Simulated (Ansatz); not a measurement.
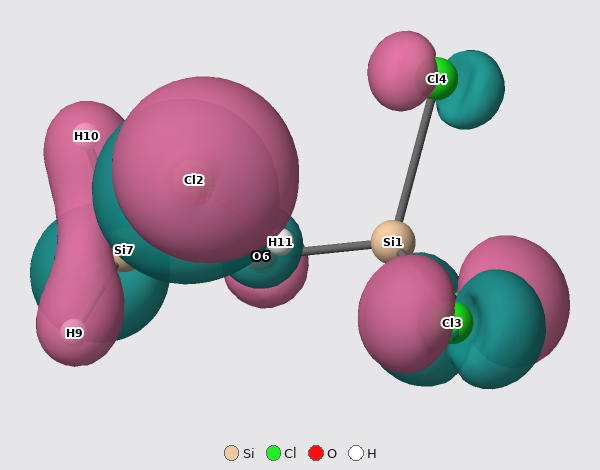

*Cl$_{3}$H$_{3}$OSi$_{2}$···HCl. The HOMO−1 at ±0.1 Å⁻³ᐟ² (teal and pink are the two phases), seen from one side.*

Method: RHF/def2-SVP in Ansatz 0.2.0.

```yaml
atoms:
  - { symbol: Si, position_ang: [-0.2428, -0.3092, -0.9091] }
  - { symbol: Cl, position_ang: [-1.5354, 1.0975, 2.9689] }
  - { symbol: Cl, position_ang: [1.2047, -0.4918, 0.5369] }
  - { symbol: Cl, position_ang: [-0.3376, 1.6464, -1.4835] }
  - { symbol: Cl, position_ang: [0.3010, -1.4505, -2.5108] }
  - { symbol: O, position_ang: [-1.6423, -0.7974, -0.3266] }
  - { symbol: Si, position_ang: [-3.2024, -1.1085, 0.1543] }
  - { symbol: H, position_ang: [-3.8423, -1.9375, -0.8861] }
  - { symbol: H, position_ang: [-3.1600, -1.8415, 1.4310] }
  - { symbol: H, position_ang: [-3.9271, 0.1659, 0.2997] }
  - { symbol: H, position_ang: [-0.4026, 0.5938, 2.6772] }
```

> Where does this orbital lie, and at what energy?

By Hirshfeld shares it lies mainly on Cl2 (about 50 %), Cl5 (about 10 %), Cl3 (about 10 %), Si7 (about 5 %) and H8 (about 5 %); largely a combination of lone pairs on Cl2, Cl5 and Cl3. Its energy is −12.72 eV.
